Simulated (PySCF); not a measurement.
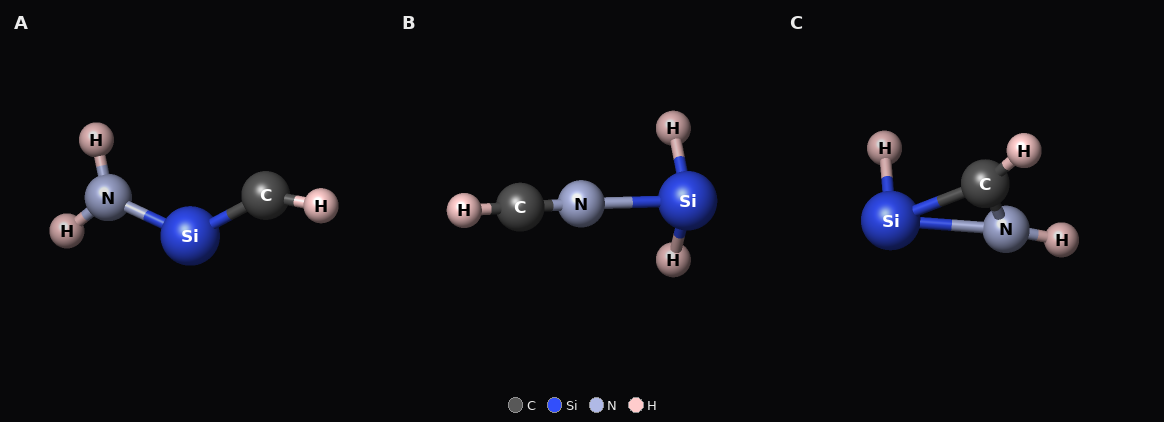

3 stationary structures of one formula. Geometries: PBE0-D4/def2-TZVP. Electronic energies: r2SCAN-D4/def2-TZVPP (PySCF 2.14.0), without zero-point energy. No frequency run is at hand to confirm each as a minimum.

### Rank them by energy, lowest first.

B is lowest (Cs); C lies 2.8 kcal/mol above it (C1), A lies 20.2 kcal/mol above it (Cs).
